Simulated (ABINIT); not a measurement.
# Ga2O3 (R-3c): G0W0 with ABINIT, start to end, part 2 of 3

Aim: the G0W0 gap of Ga2O3 (R-3c) on PBE, step by step.

ABINIT 10.8.3; PBE and many-body steps on it, plane waves. Known limits of the many-body steps: not at the basis limit; no spin-orbit coupling.

So far. Step 2 (Ground state): The gap is indirect, with the least direct gap 0.21 eV higher.

## Step 3: Bands along the symmetry lines

Level of this step: DFT, PBE, plane waves, norm-conserving pseudopotentials (ABINIT).

Levels along a band path, at the cheap level, show where the edges lie and whether the meshes to come will hold them.

run.abi

```
acell 3*1.0 Angstrom
rprim 
  2.498699193881 1.442624652211 4.483549768500
  -2.498699193881 1.442624652211 4.483549768500
  0.000000000000 -2.885249304422 4.483549768500
ntypat 2
znucl 31 8
natom 10
typat 1 1 1 1 2 2 2 2 2 2
xred 
  0.855585580000 0.855585580000 0.855585580000
  0.644414420000 0.644414420000 0.644414420000
  0.144414420000 0.144414420000 0.144414420000
  0.355585580000 0.355585580000 0.355585580000
  0.750000000000 0.446832820000 0.053167180000
  0.446832820000 0.053167180000 0.750000000000
  0.053167180000 0.750000000000 0.446832820000
  0.250000000000 0.553167180000 0.946832820000
  0.946832820000 0.250000000000 0.553167180000
  0.553167180000 0.946832820000 0.250000000000
pp_dirpath "pseudos"
pseudos "Ga.upf, O.upf"
ecut 45
iscf -2
irdden 1
kptopt 0
nkpt 31
kpt 
  0.00000000 0.00000000 0.00000000
  0.12500000 0.12500000 0.12500000
  0.25000000 0.25000000 0.25000000
  0.37500000 0.37500000 0.37500000
  0.50000000 0.50000000 0.50000000
  0.56607847 0.43392153 0.50000000
  0.63215694 0.36784306 0.50000000
  0.69823542 0.30176458 0.50000000
  0.76431389 0.23568611 0.50000000
  0.50000000 -0.23568611 0.23568611
  0.50000000 -0.17676458 0.17676458
  0.50000000 -0.11784306 0.11784306
  0.50000000 -0.05892153 0.05892153
  0.50000000 0.00000000 0.00000000
  0.37500000 0.00000000 0.00000000
  0.25000000 0.00000000 0.00000000
  0.12500000 0.00000000 0.00000000
  0.00000000 0.00000000 0.00000000
  0.09196076 -0.09196076 0.00000000
  0.18392153 -0.18392153 0.00000000
  0.27588229 -0.27588229 0.00000000
  0.36784305 -0.36784305 0.00000000
  0.63215695 0.00000000 0.36784305
  0.59911771 0.00000000 0.40088229
  0.56607848 0.00000000 0.43392153
  0.53303924 0.00000000 0.46696076
  0.50000000 0.00000000 0.50000000
  0.37500000 0.00000000 0.37500000
  0.25000000 0.00000000 0.25000000
  0.12500000 0.00000000 0.12500000
  0.00000000 0.00000000 0.00000000
istwfk *1
nband 67
nbdbuf 2
tolwfr 1e-08
nstep 40
prtwf 0
prtvol 0
indata_prefix "in"
outdata_prefix "out"
tmpdata_prefix "tmp"
```

On the command line:

```bash
OMP_NUM_THREADS=1 mpirun -n 8 abinit run.abi > log
```

Numbers of over 12 decimals in the logs are rounded to 6 here.

The program printed:

```text
.Version 10.8.3 of ABINIT. v10.8.2 released Aug 2026.

 Symmetries : space group R-3 c (#167); Bravais hR (rhombohedral)
[... echo of the input left out ...]
== DATASET  1 ==================================================================
-   mpi_nproc: 8, omp_nthreads: 1 (-1 if OMP is not activated)

--- !DatasetInfo
iteration_state: {dtset: 1, }
dimensions: {natom: 10, nkpt: 31, mband: 67, nsppol: 1, nspinor: 1, nspden: 1, mpw: 9463, }
cutoff_energies: {ecut:  45.0, pawecutdg:  -1.0, }
electrons: {nelect:   1.20000000E+02, charge:   0.00000000E+00, occopt:   1.00000000E+00, tsmear:   1.00000000E-02, }

 Real(R)+Recip(G) space primitive vectors, cartesian coordinates (Bohr,Bohr^-1):
 R(1)=  4.7218571  2.7261655  8.4726811  G(1)=  0.1058905  0.0611359  0.0393421
 R(2)= -4.7218571  2.7261655  8.4726811  G(2)= -0.1058905  0.0611359  0.0393421
 R(3)=  0.0000000 -5.4523310  8.4726811  G(3)=  0.0000000 -0.1222719  0.0393421
 Unit cell volume ucvol=  6.5439078E+02 bohr^3
 Angles (23,13,12)=  5.58935053E+01  5.58935053E+01  5.58935053E+01 degrees

 getcut: wavevector=  0.0000  0.0000  0.0000  ngfft=  64  64  64
         ecut(hartree)=     45.000   => boxcut(ratio)=   2.10352

--- Pseudopotential description ------------------------------------------------
- Ga Generated using ONCVPSP code by D. R. Hamann
- 31.00000  21.00000  171031                  znucl, zion, pspdat
12 -101130 2 -1 1902                          pspcod,pspxc,lmax,lloc,mmax
     nproj     2     2     2
  pspatm : epsatm=   21.85474337
         --- l  ekb(1:nproj) -->
             0    4.962806   -1.220223
             1   -5.679278   -1.350476
             2  -10.596651   -3.839775
 pspatm: atomic psp has been read  and splines computed

- O Generated using ONCVPSP code by D. R. Hamann
-  8.00000   6.00000  171031                  znucl, zion, pspdat
12 -101130 2 -1 936                           pspcod,pspxc,lmax,lloc,mmax
     nproj     2     2     1
  pspatm : epsatm=    6.17005460
         --- l  ekb(1:nproj) -->
[...]
2   -1.331955
 pspatm: atomic psp has been read  and splines computed

--------------------------------------------------------------------------------

================================================================================
 prteigrs : about to open file out_EIG
 Non-SCF case, kpt    1 (  0.00000  0.00000  0.00000), residuals and eigenvalues=
  4.59E-09  3.73E-09  3.19E-09  3.45E-09  4.95E-09  6.09E-09  6.78E-09  4.28E-09
  4.46E-09  6.69E-09  4.83E-09  6.68E-09  3.07E-09  7.94E-09  4.91E-09  9.15E-09
  1.46E-09  5.39E-09  9.15E-09  2.35E-09  2.15E-09  8.00E-09  4.41E-09  4.77E-09
[...]
-4.9858E+00 -4.9858E+00 -4.9858E+00 -4.9858E+00 -3.1736E+00 -3.1736E+00
 -3.1735E+00 -3.1734E+00 -3.1727E+00 -3.1727E+00 -3.1727E+00 -3.1727E+00
 -3.1726E+00 -3.1726E+00 -3.1726E+00 -3.1726E+00 -4.8012E-01 -4.0802E-01
[...]
1.9533E-01  2.0292E-01  2.0310E-01  2.0310E-01  2.0569E-01  2.0569E-01
  3.1838E-01  4.6001E-01  4.6610E-01  5.4100E-01  5.8939E-01  5.8940E-01
  5.9276E-01

--- !ResultsGS
iteration_state: {dtset: 1, }
comment   : Summary of ground state results
lattice_vectors:
- [  4.7218571,   2.7261655,   8.4726811, ]
- [ -4.7218571,   2.7261655,   8.4726811, ]
- [  0.0000000,  -5.4523310,   8.4726811, ]
lattice_lengths: [  10.07543,   10.07543,   10.07543, ]
lattice_angles: [ 55.894,  55.894,  55.894, ] # degrees, (23, 13, 12)
lattice_volume:   6.5439078E+02
convergence: {deltae:  0.000E+00, res2:  0.000E+00, residm:  9.999E-09, diffor:  0.000E+00, }
etotal    :  -1.09291091E+03
entropy   :   0.00000000E+00
fermie    :   2.13395308E-01
cartesian_stress_tensor: null
pressure_GPa: null
xred      :
- [  8.5559E-01,   8.5559E-01,   8.5559E-01, Ga]
- [  6.4441E-01,   6.4441E-01,   6.4441E-01, Ga]
- [  1.4441E-01,   1.4441E-01,   1.4441E-01, Ga]
- [  3.5559E-01,   3.5559E-01,   3.5559E-01, Ga]
- [  7.5000E-01,   4.4683E-01,   5.3167E-02,  O]
- [  4.4683E-01,   5.3167E-02,   7.5000E-01,  O]
- [  5.3167E-02,   7.5000E-01,   4.4683E-01,  O]
- [  2.5000E-01,   5.5317E-01,   9.4683E-01,  O]
- [  9.4683E-01,   2.5000E-01,   5.5317E-01,  O]
- [  5.5317E-01,   9.4683E-01,   2.5000E-01,  O]
cartesian_forces: null
force_length_stats: {min: null, max: null, mean: null, }

 Integrated electronic density in atomic spheres:
 ------------------------------------------------
 Atom  Sphere_radius  Integrated_density
[...]
================================================================================

 ----iterations are completed or convergence reached----

 Mean square residual over all n,k,spin=   51.846E-10; max=  99.990E-10
 reduced coordinates (array xred) for   10 atoms
[...]
cartesian coordinates (angstrom) at end:
    1     -0.000000    -0.000000    11.508182
    2     -0.000000    -0.000000     8.667792
    3     -0.000000     0.000000     1.942468
[...]
9      1.741176     0.130555     7.846212
   10     -0.983652     1.442625     7.846212
 length scales=  1.889726125908  1.889726125908  1.889726125908 bohr
              =  1.000000000000  1.000000000000  1.000000000000 angstroms
 prteigrs : about to open file out_EIG
 Eigenvalues (hartree) for nkpt=  31  k points:
 kpt#   1, nband= 67, wtk=  1.00000, kpt=  0.0000  0.0000  0.0000 (reduced coord)
[...]
kpt#   2, nband= 67, wtk=  1.00000, kpt=  0.1250  0.1250  0.1250 (reduced coord)
[...]
kpt#   3, nband= 67, wtk=  1.00000, kpt=  0.2500  0.2500  0.2500 (reduced coord)
[...]
kpt#  30, nband= 67, wtk=  1.00000, kpt=  0.1250  0.0000  0.1250 (reduced coord)
[...]
0.56621    0.58959    0.59748
 kpt#  31, nband= 67, wtk=  1.00000, kpt=  0.0000  0.0000  0.0000 (reduced coord)
[...]
0.08382    0.08382    0.09496    0.17761    0.17761    0.19533    0.19533    0.20292
   0.20310    0.20310    0.20569    0.20569    0.31838    0.46001    0.46610    0.54100
   0.58939    0.58940    0.59276

== END DATASET(S) ==============================================================
================================================================================

 -outvars: echo values of variables after computation  --------
            nband          67
             nkpt          31
          spgroup         167
 [... the other variables as echoed above ...]

 Calculation completed.
```

Wall time 76 s (8 MPI ranks of Arm Neoverse V2, shared host); peak memory 1 GiB.

Numbers from this step:

| Item | Value |
| --- | --- |
| gap | 2.820 eV |
| k of the valence top | 0.1839, -0.1839, 0 |
| k of the conduction bottom | 0, 0, 0 |
| least direct gap | 3.066 eV |

The gap is 2.820 eV, −0.037 eV from the run before at this level.

Electronic bands along the path, in eV, zero at the top of the highest filled band:

```
     point  band 57  band 58  band 59  band 60  band 61  band 62  band 63  band 64
         Γ    -0.32    -0.32    -0.25    -0.25     2.82     6.67     6.84     8.88
         T    -0.30    -0.30    -0.30    -0.30     5.86     5.86     7.86     7.86
        H2    -0.57    -0.57    -0.33    -0.33     6.69     6.69     7.24     7.24
jump to H0    -0.57    -0.57    -0.33    -0.33     6.69     6.69     7.24     7.24
         L    -0.97    -0.97    -0.15    -0.15     6.40     6.40     6.73     6.73
         Γ    -0.32    -0.32    -0.25    -0.25     2.82     6.67     6.84     8.88
        S0    -0.61    -0.50    -0.48    -0.17     6.49     6.60     7.17     7.20
jump to S2    -0.61    -0.50    -0.48    -0.17     6.49     6.60     7.17     7.20
         F    -0.85    -0.70    -0.25    -0.14     6.54     6.73     7.58     7.69
         Γ    -0.32    -0.32    -0.25    -0.25     2.82     6.67     6.84     8.88
```

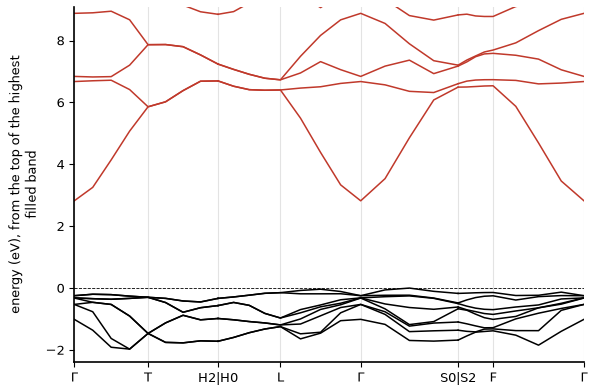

Electronic bands along the path; lines of filled and empty bands in two colours.

## Step 4: Empty states on the mesh, 4×4×4 mesh, 182 bands

The sums over transitions need many empty states on a uniform mesh; this step solves for them.

run.abi

```
acell 3*1.0 Angstrom
rprim 
  2.498699193881 1.442624652211 4.483549768500
  -2.498699193881 1.442624652211 4.483549768500
  0.000000000000 -2.885249304422 4.483549768500
ntypat 2
znucl 31 8
natom 10
typat 1 1 1 1 2 2 2 2 2 2
xred 
  0.855585580000 0.855585580000 0.855585580000
  0.644414420000 0.644414420000 0.644414420000
  0.144414420000 0.144414420000 0.144414420000
  0.355585580000 0.355585580000 0.355585580000
  0.750000000000 0.446832820000 0.053167180000
  0.446832820000 0.053167180000 0.750000000000
  0.053167180000 0.750000000000 0.446832820000
  0.250000000000 0.553167180000 0.946832820000
  0.946832820000 0.250000000000 0.553167180000
  0.553167180000 0.946832820000 0.250000000000
pp_dirpath "pseudos"
pseudos "Ga.upf, O.upf"
ecut 45
ngkpt 4 4 4
nshiftk 1
shiftk 0 0 0
kptopt 1
chksymbreak 0
iscf -2
irdden 1
istwfk *1
nband 182
nbdbuf 16
tolwfr 1e-09
nstep 60
prtvol 0
indata_prefix "in"
outdata_prefix "out"
tmpdata_prefix "tmp"
```

The program printed:

```text
.Version 10.8.3 of ABINIT. v10.8.2 released Aug 2026.

 Symmetries : space group R-3 c (#167); Bravais hR (rhombohedral)
[... echo of the input left out ...]
== DATASET  1 ==================================================================
-   mpi_nproc: 8, omp_nthreads: 1 (-1 if OMP is not activated)
-    --> not optimal distribution: autoparal keyword recommended in input file <--

--- !DatasetInfo
iteration_state: {dtset: 1, }
dimensions: {natom: 10, nkpt: 13, mband: 182, nsppol: 1, nspinor: 1, nspden: 1, mpw: 9454, }
cutoff_energies: {ecut:  45.0, pawecutdg:  -1.0, }
electrons: {nelect:   1.20000000E+02, charge:   0.00000000E+00, occopt:   1.00000000E+00, tsmear:   1.00000000E-02, }

 Real(R)+Recip(G) space primitive vectors, cartesian coordinates (Bohr,Bohr^-1):
 R(1)=  4.7218571  2.7261655  8.4726811  G(1)=  0.1058905  0.0611359  0.0393421
 R(2)= -4.7218571  2.7261655  8.4726811  G(2)= -0.1058905  0.0611359  0.0393421
 R(3)=  0.0000000 -5.4523310  8.4726811  G(3)=  0.0000000 -0.1222719  0.0393421
 Unit cell volume ucvol=  6.5439078E+02 bohr^3
 Angles (23,13,12)=  5.58935053E+01  5.58935053E+01  5.58935053E+01 degrees

 getcut: wavevector=  0.0000  0.0000  0.0000  ngfft=  64  64  64
         ecut(hartree)=     45.000   => boxcut(ratio)=   2.10352

--- Pseudopotential description ------------------------------------------------
- Ga Generated using ONCVPSP code by D. R. Hamann
- 31.00000  21.00000  171031                  znucl, zion, pspdat
12 -101130 2 -1 1902                          pspcod,pspxc,lmax,lloc,mmax
     nproj     2     2     2
  pspatm : epsatm=   21.85474337
         --- l  ekb(1:nproj) -->
             0    4.962806   -1.220223
             1   -5.679278   -1.350476
             2  -10.596651   -3.839775
 pspatm: atomic psp has been read  and splines computed

- O Generated using ONCVPSP code by D. R. Hamann
-  8.00000   6.00000  171031                  znucl, zion, pspdat
12 -101130 2 -1 936                           pspcod,pspxc,lmax,lloc,mmax
     nproj     2     2     1
  pspatm : epsatm=    6.17005460
         --- l  ekb(1:nproj) -->
[...]
2   -1.331955
 pspatm: atomic psp has been read  and splines computed

--------------------------------------------------------------------------------

================================================================================
 prteigrs : about to open file out_EIG
 Non-SCF case, kpt    1 (  0.00000  0.00000  0.00000), residuals and eigenvalues=
  8.87E-10  9.35E-10  2.46E-10  8.68E-10  2.79E-10  3.23E-10  3.64E-10  2.53E-10
  2.48E-10  2.59E-10  2.07E-10  2.87E-10  3.17E-10  2.80E-10  3.25E-10  2.98E-10
  1.32E-10  1.66E-10  8.87E-10  5.77E-10  6.23E-10  8.29E-10  2.63E-10  2.23E-10
[...]
5.62E-06  9.44E-07  1.34E-05  1.28E-04  3.78E-04  7.30E-04
 -4.9858E+00 -4.9858E+00 -4.9858E+00 -4.9858E+00 -3.1736E+00 -3.1736E+00
 -3.1735E+00 -3.1734E+00 -3.1727E+00 -3.1727E+00 -3.1727E+00 -3.1727E+00
[...]
2.3608E+00  2.3863E+00  2.3863E+00  2.3867E+00  2.3867E+00  2.4372E+00
  2.4477E+00  2.4503E+00
 prteigrs : prtvol=0 or 1, do not print more k-points.

--- !ResultsGS
iteration_state: {dtset: 1, }
comment   : Summary of ground state results
lattice_vectors:
- [  4.7218571,   2.7261655,   8.4726811, ]
- [ -4.7218571,   2.7261655,   8.4726811, ]
- [  0.0000000,  -5.4523310,   8.4726811, ]
lattice_lengths: [  10.07543,   10.07543,   10.07543, ]
lattice_angles: [ 55.894,  55.894,  55.894, ] # degrees, (23, 13, 12)
lattice_volume:   6.5439078E+02
convergence: {deltae:  0.000E+00, res2:  0.000E+00, residm:  9.990E-10, diffor:  0.000E+00, }
etotal    :  -1.09291091E+03
entropy   :   0.00000000E+00
fermie    :   2.13395308E-01
cartesian_stress_tensor: null
pressure_GPa: null
xred      :
- [  8.5559E-01,   8.5559E-01,   8.5559E-01, Ga]
- [  6.4441E-01,   6.4441E-01,   6.4441E-01, Ga]
- [  1.4441E-01,   1.4441E-01,   1.4441E-01, Ga]
- [  3.5559E-01,   3.5559E-01,   3.5559E-01, Ga]
- [  7.5000E-01,   4.4683E-01,   5.3167E-02,  O]
- [  4.4683E-01,   5.3167E-02,   7.5000E-01,  O]
- [  5.3167E-02,   7.5000E-01,   4.4683E-01,  O]
- [  2.5000E-01,   5.5317E-01,   9.4683E-01,  O]
- [  9.4683E-01,   2.5000E-01,   5.5317E-01,  O]
- [  5.5317E-01,   9.4683E-01,   2.5000E-01,  O]
cartesian_forces: null
force_length_stats: {min: null, max: null, mean: null, }

 Integrated electronic density in atomic spheres:
 ------------------------------------------------
 Atom  Sphere_radius  Integrated_density
[...]
================================================================================

 ----iterations are completed or convergence reached----

 Mean square residual over all n,k,spin=   44.680E-11; max=  99.904E-11
 reduced coordinates (array xred) for   10 atoms
[...]
0.946832820000      0.250000000000      0.553167180000
       0.553167180000      0.946832820000      0.250000000000

 cartesian coordinates (angstrom) at end:
    1     -0.000000    -0.000000    11.508182
    2     -0.000000    -0.000000     8.667792
    3     -0.000000     0.000000     1.942468
[...]
9      1.741176     0.130555     7.846212
   10     -0.983652     1.442625     7.846212
 length scales=  1.889726125908  1.889726125908  1.889726125908 bohr
              =  1.000000000000  1.000000000000  1.000000000000 angstroms
 prteigrs : about to open file out_EIG
 Eigenvalues (hartree) for nkpt=  13  k points:
 kpt#   1, nband=182, wtk=  0.01563, kpt=  0.0000  0.0000  0.0000 (reduced coord)
[...]
2.15346    2.15689    2.22846    2.22846    2.23122    2.23772    2.24840    2.25553
   2.31951    2.32022    2.32022    2.32107    2.32107    2.32946    2.36085    2.38627
   2.38628    2.38672    2.38673    2.43723    2.44770    2.45034
 prteigrs : prtvol=0 or 1, do not print more k-points.

== END DATASET(S) ==============================================================
================================================================================

 -outvars: echo values of variables after computation  --------
            nband         182
             nkpt          13
          spgroup         167
 [... the other variables as echoed above ...]

 Calculation completed.
```

It took 1.9 min on 8 MPI ranks; peak memory 1.2 GiB; 15 min of CPU time.

Numbers from this step:

```
gap                                                           : 2.857 eV
k of the valence top                                          : 0.25, 0, 0
k of the conduction bottom                                    : 0, 0, 0
least direct gap                                              : 3.066 eV
k points computed                                             : 13
lowest point of the top converged band, above the valence top : 55.0846 eV
```

On this mesh the gap is 2.857 eV.

## Step 5: Screening, 4×4×4 mesh, 166 bands, screening to 103.4 eV

The RPA dielectric matrix is built and inverted for each q.

This step: RPA screening on PBE, plane waves, norm-conserving pseudopotentials.

run.abi: that of step 4 with these lines changed.

```diff
@@ -28,10 +28,11 @@
 chksymbreak 0
-iscf -2
-irdden 1
 istwfk *1
-nband 182
-nbdbuf 16
-tolwfr 1e-09
-nstep 60
-prtvol 0
+occopt 1
+irdwfk 1
+optdriver 3
+nband 166
+ecuteps 3.8
+inclvkb 2
+awtr 1
+symchi 1
 indata_prefix "in"
```

The program printed:

```text
.Version 10.8.3 of ABINIT. v10.8.2 released Aug 2026.

 Symmetries : space group R-3 c (#167); Bravais hR (rhombohedral)
[... echo of the input left out ...]
== DATASET  1 ==================================================================
-   mpi_nproc: 8, omp_nthreads: 1 (-1 if OMP is not activated)

--- !DatasetInfo
iteration_state: {dtset: 1, }
dimensions: {natom: 10, nkpt: 13, mband: 166, nsppol: 1, nspinor: 1, nspden: 1, mpw: 9454, }
cutoff_energies: {ecut:  45.0, pawecutdg:  -1.0, }
electrons: {nelect:   1.20000000E+02, charge:   0.00000000E+00, occopt:   1.00000000E+00, tsmear:   1.00000000E-02, }

 SCREENING: Calculation of the susceptibility and dielectric matrices

 Based on a program developped by R.W. Godby, V. Olevano, G. Onida, and L. Reining.
 Incorporated in ABINIT by V. Olevano, G.-M. Rignanese, and M. Torrent.
.Using double precision arithmetic ; gwpc =  8

[... cell and pseudopotentials left out ...]
--------------------------------------------------------------------------------

 ==== K-mesh for the wavefunctions ====
 Number of points in the irreducible wedge :    13
[... list of points left out ...]
 Together with 12 symmetry operations and time-reversal symmetry
 yields    64 points in the full Brillouin Zone.

 ==== Q-mesh for the screening function ====
 Number of points in the irreducible wedge :    13
[... list of points left out ...]
 Together with 12 symmetry operations and time-reversal symmetry
 yields    64 points in the full Brillouin Zone.

 setmesh: FFT mesh size selected  =    40x   40x   40
          total number of points  =        64000

 vcoul_init : cutoff-mode = AUXILIARY_FUNCTION
 q-points for optical limit:   1
     1)      0.000010    0.000020    0.000030

- screening: taking advantage of time-reversal symmetry
- Maximum band index for partially occupied states nbvw = 60
- Remaining bands to be divided among processors   nbcw = 106
- Number of bands treated by each node ~13

 Number of electrons calculated from density =  120.0000; Expected =  120.0000
 average of density, n =  0.183377
 r_s =    1.0919
 omega_plasma =   41.3074 [eV]

 calculating chi0 at frequencies [eV] :
  1    0.000000E+00    0.000000E+00
  2    0.000000E+00    4.130738E+01

--------------------------------------------------------------------------------
  q-point number  1        q = ( 0.000000, 0.000000, 0.000000) [r.l.u.]
--------------------------------------------------------------------------------
[... chi0 elements left out ...]
 For q-point:  0.000010 0.000020 0.000030
  dielectric constant =   4.1610
  dielectric constant without local fields =   4.3380

  Average fulfillment of the sum rule on Im[epsilon] for q-point    1 :     31.03  [%]
[... wings left out ...]
  q-point number  2        q = ( 0.250000, 0.000000, 0.000000) [r.l.u.]
--------------------------------------------------------------------------------
[... chi0 elements left out ...]
  Average fulfillment of the sum rule on Im[epsilon] for q-point    2 :     37.08  [%]

 [... 11 further q-points ...]
```

It took 7.2 min on 8 MPI ranks; peak memory 9.8 GiB.

This step gave:

```
ε∞ with local fields, on this mesh, along the program's q direction : 4.161
the same without local fields                                       : 4.338
plasma frequency                                                    : 41.31 eV
plane waves in the screening matrix                                 : 223
```

Local fields lower ε∞ by 4 %.

(Continued in part 3 of 3.)

[Paths, hosts, dates, memory and timing lines, banners, echoed tables and standing remarks are left out of the program output.]

[Logs are printed without paths, hosts, clocks, repeated set-up lines and the standing remarks that a program may print on its own settings, such as how far it seeks lower states.]

[Runs of the session that timed out or met a known fault of the program may be left out.]

[Hosts, paths, dates, database ids (printed as entryN), source tags and the programs' standing remarks are cut or masked in the printed files.]

[G0W0 gaps are taken among the corrected bands and points alone; a level outside them can change the order at an edge.]

[Where Ansatz stands beside ABINIT at settings called matched, ABINIT's density can come from a denser mesh and the files from another edition; pairs whose starting gaps differed by over 0.03 eV were left out, so agreement reads better than it is.]
